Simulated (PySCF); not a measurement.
# C₇H₁₅ radical: geometry, EPR parameters

Aim: predict the EPR parameters of C₇H₁₅ radical (`C[C](C)C(C)(C)C`).

The runs use PySCF 2.14.0, with density-fitted response routines of our own; the level of theory stands in each step. All values are computed, except where a source is named. Atoms count from 0, in the outputs and in this text.

### 1 The molecule as given

22 atoms, charge 0, multiplicity 2; geometry from: GFN2-xTB.

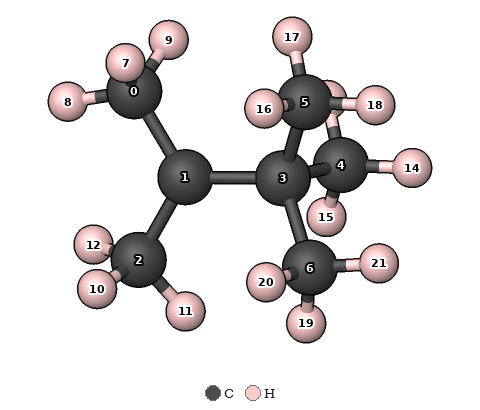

As it starts; carbon dark grey, hydrogen pink, atoms numbered; sticks join atoms by distance.

### 2 Geometry optimisation at PBE0-D3(BJ)/def2-SVP

What the job is given:

```
{"job": {"xc": "PBE0", "basis": "def2-SVP", "d3": "d3bj", "grid": 1, "kind": "geom"}, "charge": 0, "multiplicity": 2}
C      1.587630    -0.917510     1.005920
C      0.902920    -0.047720     0.011830
C      1.738440     0.595610    -1.035840
C     -0.591610     0.082120     0.014730
C     -1.197450    -1.009020    -0.897800
C     -1.163260    -0.100790     1.427910
C     -1.046680     1.454620    -0.504710
H      1.495450    -0.526370     2.023630
H      2.647420    -0.997180     0.775020
H      1.165620    -1.927260     1.017830
H      2.208460     1.514220    -0.662100
H      1.159650     0.861360    -1.916440
H      2.548520    -0.067450    -1.345310
H     -0.955880    -1.997670    -0.515110
H     -2.280300    -0.910950    -0.938690
H     -0.800130    -0.925480    -1.906670
H     -0.747170     0.641150     2.105660
H     -0.944820    -1.090210     1.818380
H     -2.244270     0.020910     1.410640
H     -0.811090     1.584320    -1.557090
H     -0.567550     2.252050     0.058220
H     -2.124720     1.550030    -0.391690
```

**Question.** This job is followed by: UKS B3LYP, IGLO-III on C, pcH-1 on H, non-relativistic, mean-field spin-orbit, GIAO. Predict these results of the whole session: point group; rotational constants (main isotopes); g(iso) (B3LYP); ⟨S²⟩; largest a(iso) (averaged by class).

The runs gave:

```
                            quantity                 value
                         point group                    Cs
rotational constants (main isotopes)  2.98, 2.22, 1.80 GHz
                      g(iso) (B3LYP)               2.00265
                                ⟨S²⟩    0.754 (exact 0.75)
  largest a(iso) (averaged by class)  13C on C1, 113.4 MHz
```

**Reading.** Over 23 steps the energy fell by 0.085 eV; of the close pairs, C2–H11 changed most, 1.087 to 1.110 Å. Most of the unpaired spin sits on C1 (1.00 e). The isotropic g lies 0.3 ppt above the free-electron value.
